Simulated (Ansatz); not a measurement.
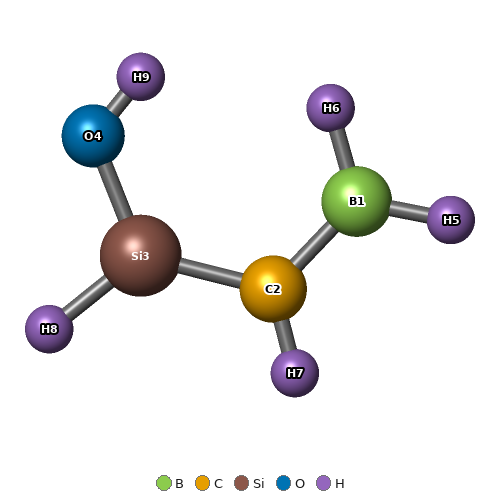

The system is CH5BOSi, SMILES BC=[SiH]O; the picture shows the reference structure. First axis: umbrella angle at B1 (between each of its bonds and their common axis; 90 is planar). Second axis: change of the bonds B1–C2, B1–H5, B1–H6, all alike. Nothing is relaxed (all other coordinates rigid). The scan uses a 15 × 15 grid; 121 points were computed and 104 follow by symmetry. Points are written as (first, second). Energies: kcal/mol, counted from the relaxed molecule at the same level. These are results of RHF/def2-TZVP in Ansatz, not measurements.

Its coordinates:

```csv
atom,x (Å),y (Å),z (Å)
B,-0.1608,1.1768,-0.9435
C,0.4314,-0.2041,-0.8325
Si,0.2519,-1.0849,0.6138
O,-0.5123,-0.5817,1.9268
H,-0.0671,1.8413,-1.9312
H,-0.7597,1.6627,-0.0187
H,0.9708,-0.6576,-1.6472
H,0.7546,-2.4270,0.9014
H,-0.9089,0.2744,1.9310
```

Range: umbrella angle at B1 (between each of its bonds and their common axis; 90 is planar) from 66.0 to 114.0°; change of the bonds B1–C2, B1–H5, B1–H6, all alike from −0.143 to 0.221 Å.

What landscape does the calculation give?

The lowest grid point is at (90.0°, 0.013 Å), 0.16 kcal/mol from the relaxed molecule at the same level. No other kind of well shows on this grid. The highest grid point, (66.0°, −0.143 Å), lies 69.6 kcal/mol above the lowest. Round the minimum the two coordinates are nearly uncoupled.

| second ↓, first → | 66.0 | 69.4 | 72.9 | 76.3 | 79.7 | 83.1 | 86.6 | 90.0 | 93.4 | 96.9 | 100.3 | 103.7 | 107.1 | 110.6 | 114.0 |
| --- | --- | --- | --- | --- | --- | --- | --- | --- | --- | --- | --- | --- | --- | --- | --- |
| 0.221 | 69.0 | 59.7 | 51.7 | 45.3 | 40.4 | 36.8 | 34.7 | 34.0 | 34.7 | 36.8 | 40.4 | 45.3 | 51.7 | 59.7 | 69.0 |
| 0.195 | 63.1 | 53.6 | 45.4 | 39.0 | 33.9 | 30.3 | 28.1 | 27.4 | 28.1 | 30.3 | 33.9 | 39.0 | 45.4 | 53.6 | 63.1 |
| 0.169 | 57.7 | 48.1 | 39.7 | 33.1 | 28.0 | 24.3 | 22.1 | 21.4 | 22.1 | 24.3 | 28.0 | 33.1 | 39.7 | 48.1 | 57.7 |
| 0.143 | 52.9 | 43.1 | 34.6 | 27.8 | 22.6 | 18.9 | 16.6 | 15.9 | 16.6 | 18.9 | 22.6 | 27.8 | 34.6 | 43.1 | 52.9 |
| 0.117 | 48.7 | 38.7 | 30.0 | 23.2 | 17.9 | 14.1 | 11.8 | 11.0 | 11.8 | 14.1 | 17.9 | 23.2 | 30.0 | 38.7 | 48.7 |
| 0.091 | 45.3 | 35.1 | 26.3 | 19.3 | 13.9 | 10.1 | 7.7 | 6.9 | 7.7 | 10.1 | 13.9 | 19.3 | 26.3 | 35.1 | 45.3 |
| 0.065 | 42.8 | 32.4 | 23.4 | 16.3 | 10.8 | 6.9 | 4.5 | 3.7 | 4.5 | 6.9 | 10.8 | 16.3 | 23.4 | 32.4 | 42.8 |
| 0.039 | 41.2 | 30.6 | 21.4 | 14.2 | 8.6 | 4.6 | 2.2 | 1.4 | 2.2 | 4.6 | 8.6 | 14.2 | 21.4 | 30.6 | 41.2 |
| 0.013 | 40.7 | 29.9 | 20.6 | 13.2 | 7.5 | 3.5 | 1.0 | 0.2 | 1.0 | 3.5 | 7.5 | 13.2 | 20.6 | 29.9 | 40.7 |
| −0.013 | 41.4 | 30.4 | 20.9 | 13.5 | 7.7 | 3.5 | 1.0 | 0.2 | 1.0 | 3.5 | 7.7 | 13.5 | 20.9 | 30.4 | 41.4 |
| −0.039 | 43.5 | 32.4 | 22.7 | 15.1 | 9.2 | 5.0 | 2.4 | 1.6 | 2.4 | 5.0 | 9.2 | 15.1 | 22.7 | 32.4 | 43.5 |
| −0.065 | 47.2 | 35.8 | 26.0 | 18.3 | 12.3 | 8.0 | 5.3 | 4.5 | 5.3 | 8.0 | 12.3 | 18.3 | 26.0 | 35.8 | 47.2 |
| −0.091 | 52.7 | 41.1 | 31.1 | 23.2 | 17.1 | 12.7 | 10.1 | 9.2 | 10.1 | 12.7 | 17.1 | 23.2 | 31.1 | 41.1 | 52.7 |
| −0.117 | 60.1 | 48.3 | 38.1 | 30.1 | 23.9 | 19.5 | 16.7 | 15.9 | 16.7 | 19.5 | 23.9 | 30.1 | 38.1 | 48.3 | 60.1 |
| −0.143 | 69.8 | 57.8 | 47.4 | 39.2 | 32.9 | 28.4 | 25.6 | 24.7 | 25.6 | 28.4 | 32.9 | 39.2 | 47.4 | 57.8 | 69.8 |

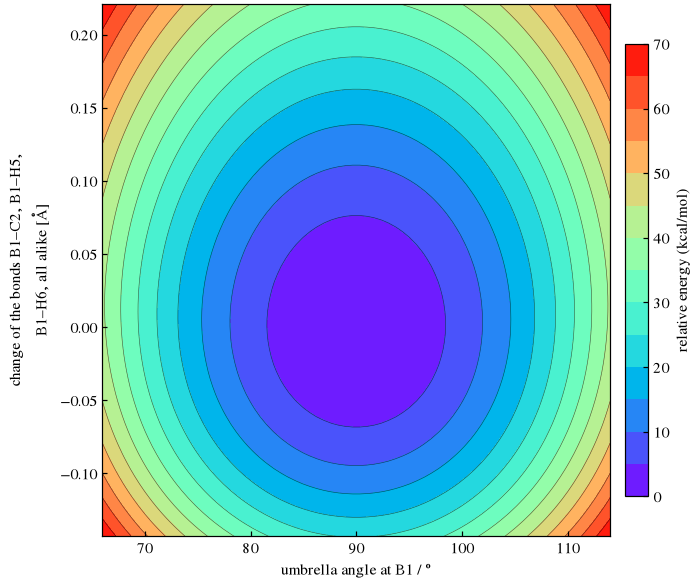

Drawn: filled contours. Between grid points the surface is interpolated.

Each point was launched as `ansatz run input.yaml --threads 1 --pin off --max-ram 2560MiB --backend cpu --events-out ev --progress --plain --runs-dir out`. The whole map (121 points run) took 14 min on 1 thread of Arm Neoverse N1, with other jobs on the host.
